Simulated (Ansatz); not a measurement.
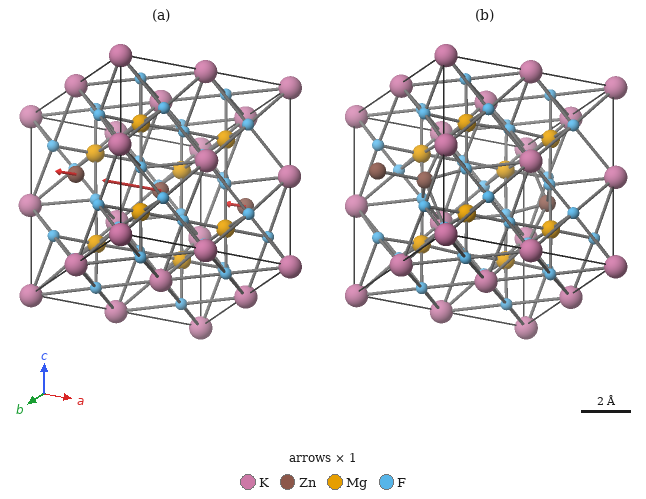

The structure of a defect cell of composition K6Zn2Mg8F24 before (left) and after (right) a relaxation, at one scale. The red arrows give the displacements, at their true length.

The picture is a ball-and-stick view of the cell of the calculation (origin shifted), seen from a free direction.

All numbers below come from DFT, PBEsol, PAW, plane waves (Ansatz).

Input file:
```yaml
crystal:
  lattice:
    - [7.982544, 0.000000, 0.000000]
    - [0.000000, 7.982544, 0.000000]
    - [0.000000, 0.000000, 7.982544]
  atoms:
    - { symbol: K, position: [0.999893, 0.001784, 0.998915] }
    - { symbol: K, position: [0.003650, 0.997649, 0.500222] }
    - { symbol: K, position: [0.000547, 0.501858, 0.003099] }
    - { symbol: K, position: [0.498826, 0.001836, 0.997951] }
    - { symbol: K, position: [0.493298, 0.000751, 0.501109] }
    - { symbol: K, position: [0.500080, 0.500666, 0.000251] }
    - { symbol: Zn, position: [0.996402, 0.497803, 0.502754] }
    - { symbol: Zn, position: [0.496353, 0.496843, 0.503014] }
    - { symbol: Mg, position: [0.249750, 0.253381, 0.251225] }
    - { symbol: Mg, position: [0.250100, 0.248478, 0.748190] }
    - { symbol: Mg, position: [0.254704, 0.750287, 0.246661] }
    - { symbol: Mg, position: [0.252605, 0.749941, 0.748768] }
    - { symbol: Mg, position: [0.747681, 0.249479, 0.252459] }
    - { symbol: Mg, position: [0.749491, 0.251594, 0.748650] }
    - { symbol: Mg, position: [0.753666, 0.752613, 0.247507] }
    - { symbol: Mg, position: [0.745906, 0.752764, 0.751719] }
    - { symbol: F, position: [0.250289, 0.248698, 0.000087] }
    - { symbol: F, position: [0.248262, 0.248127, 0.500800] }
    - { symbol: F, position: [0.249995, 0.747804, 0.999439] }
    - { symbol: F, position: [0.251519, 0.752377, 0.503327] }
    - { symbol: F, position: [0.749603, 0.252844, 0.000550] }
    - { symbol: F, position: [0.750299, 0.247806, 0.501725] }
    - { symbol: F, position: [0.748889, 0.751247, 0.001389] }
    - { symbol: F, position: [0.749396, 0.753433, 0.495292] }
    - { symbol: F, position: [0.998695, 0.251503, 0.251834] }
    - { symbol: F, position: [0.000684, 0.247956, 0.749492] }
    - { symbol: F, position: [0.001350, 0.749496, 0.251210] }
    - { symbol: F, position: [0.000018, 0.747749, 0.750991] }
    - { symbol: F, position: [0.498360, 0.249255, 0.249161] }
    - { symbol: F, position: [0.501804, 0.247012, 0.751026] }
    - { symbol: F, position: [0.501175, 0.754628, 0.248398] }
    - { symbol: F, position: [0.496992, 0.752326, 0.749716] }
    - { symbol: F, position: [0.253390, 0.001014, 0.248667] }
    - { symbol: F, position: [0.249914, 0.000618, 0.747399] }
    - { symbol: F, position: [0.249740, 0.496421, 0.246514] }
    - { symbol: F, position: [0.249379, 0.500426, 0.749007] }
    - { symbol: F, position: [0.749243, 0.001510, 0.246727] }
    - { symbol: F, position: [0.752926, 0.000422, 0.750578] }
    - { symbol: F, position: [0.749471, 0.497182, 0.252713] }
    - { symbol: F, position: [0.750933, 0.498937, 0.749654] }
  symmetry: { detect: false }
kpoints:
  mp_grid: { grid: [1, 1, 1], shift: [0.25, 0.25, 0.25] }
hamiltonian:
  xc: pbesol
scf:
  occupations: { method: fermi_dirac, width: 0.01 }
relax:
  f_tol: 0.03
  max_steps: 80
  escape_saddle: false
  adjacent_minimum: "off"
output:
  forces: true
  eigenvalues: true
  populations: true
  write_density: true
  write_potential: true
  elf: true
  volumetric_format: npy
```

Launched with:
```bash
ansatz run in.yaml --threads 8 --pin off --max-ram 13300MiB --runs-dir r --events-out ev --progress --plain
```

Question: What changed between the two?

Answer: Zn7 moves most: 2.75 Å along −a. By element the largest moves are Zn 2.75 Å, F 0.17 Å, K 0.15 Å, Mg 0.15 Å. The lattice vectors keep their values. Among the contacts that change: Zn7–Zn8 3.992 → 2.230 Å, Zn7–F24 2.838 → 2.152 Å, Zn8–F20 2.825 → 2.153 Å, Zn7–F39 2.805 → 2.152 Å. New bonds form: Zn7–F22 (2.80 → 2.15 Å), Zn7–F24 (2.84 → 2.15 Å), Zn7–F39 (2.81 → 2.15 Å), Zn7–F40 (2.78 → 2.15 Å). Bond angles that change, for instance: F18–Mg9–F35 92.3° → 86.0°, F17–Mg9–F33 88.3° → 93.5°, Mg9–F25–Mg13 180.0° → 175.2°. The energy falls by 2.960 eV per cell of the calculation in 16 geometry steps. The largest force component goes from 0.48 to 0.0071 eV/Å.

Limits of the set-up: the periodic images lie only 8.0 Å apart, so the values are limited by the cell's size.
